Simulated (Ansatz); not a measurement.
## Electronic structure of H4OSi···HF in real space

```xyz
8

Si   -0.1514    0.1598   -0.0417
O    -0.0097   -0.0369    1.6572
H    -0.8461   -0.0166    2.1599
H     1.2393    0.3188   -0.5463
H    -0.9513    1.4020   -0.3116
H    -0.8451   -1.0034   -0.6791
F     1.3753   -2.1685    1.2523
H     0.9299   -1.4408    1.6862
```

Computed with RKS BLYP-D4/def2-SVP in Ansatz 0.2.0.

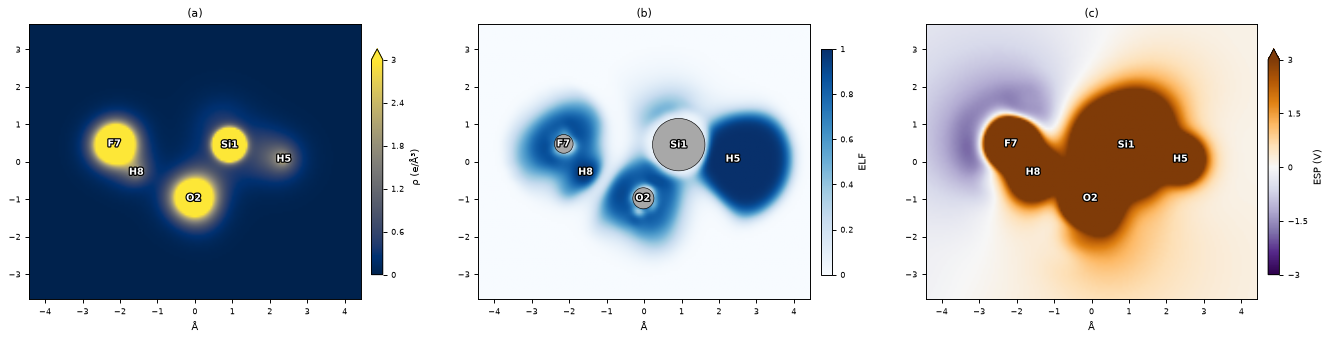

Figure 1. (a) electron density; (b) ELF; (c) electrostatic potential on the plane of atoms O2, Si1 and H5. Grey discs cover the atomic cores in the ELF map.

### Interpret the plot.

The section cuts through Si, O, H and F sites. O2···H8 (1.69 Å): the density falls to about 0.31 e/Å³ on the way; the ELF dips to about 0.15 between them; a closed-shell contact with the geometry of a hydrogen bond. Si–O (1.72 Å): the density is about 0.95 e/Å³ at the midpoint; the ELF peaks at about 0.90 between the atoms: a polar covalent bond. F–H (0.96 Å): ρ is about 4.3 e/Å³ halfway; the ELF climbs to about 1 towards the hydrogen, as it does in any bond to H (a covalent bond by its length). Si–H (1.50 Å): ρ is about 0.76 e/Å³ halfway; the ELF climbs to about 1 towards the hydrogen. The ELF also peaks beside F7, away from the bonds: lone-pair regions. Outside the dense part of the complex the potential is most negative (−1.9 V) near F7.

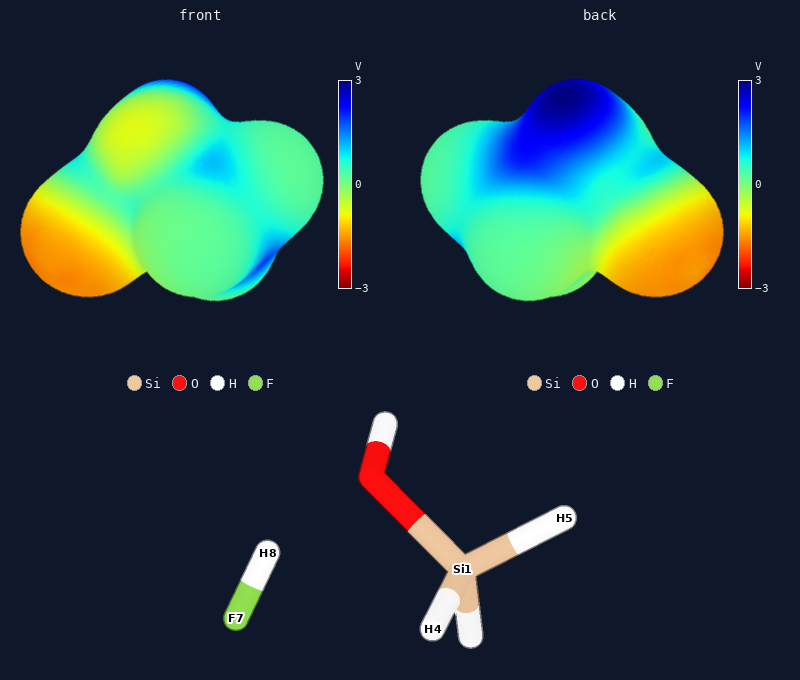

Figure 2. The molecular electrostatic potential painted on the density surface at 0.002 e/bohr³, seen from the front and from behind; red is negative and blue positive. The bare structure is drawn below in the same view.

### Where is the surface potential most negative and most positive?

The most negative region (about −1.6 V, or −37 kcal/mol for a unit charge) lies over F7, the most positive (about +2.9 V, or +67 kcal/mol for a unit charge) over H3.

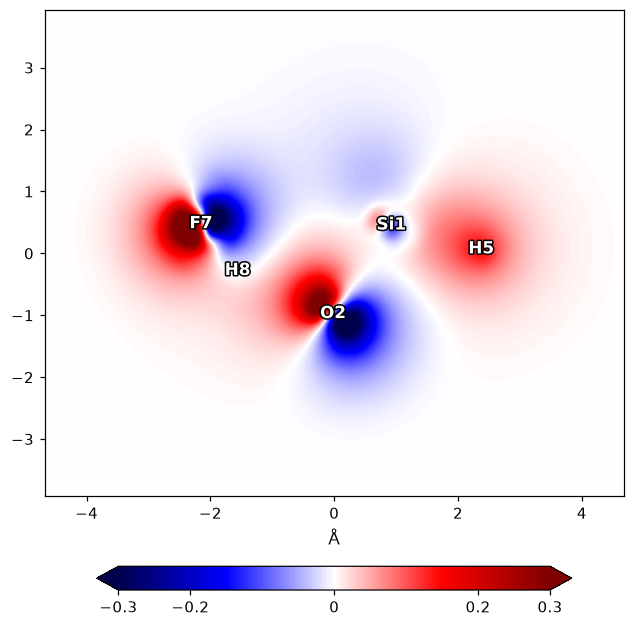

Figure 3. The HOMO−1 on the plane of atoms O2, Si1 and H5 (values in Å⁻³ᐟ²; the overall sign is arbitrary).

### What is the character of this orbital?

It lies mainly on F7 (about 80 %) and O2 (about 10 %); largely a lone pair of F7. Its energy is −7.52 eV.

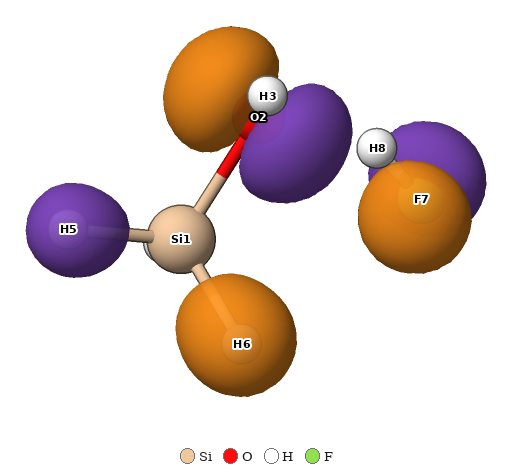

Figure 4. The HOMO at ±0.15 Å⁻³ᐟ² (orange and purple are the two phases), seen at an oblique angle.

### What is the character of this orbital?

Its weight (Hirshfeld) is mainly on O2 (about 40 %), F7 (about 30 %) and H6 (about 10 %). Its energy is −7.44 eV.
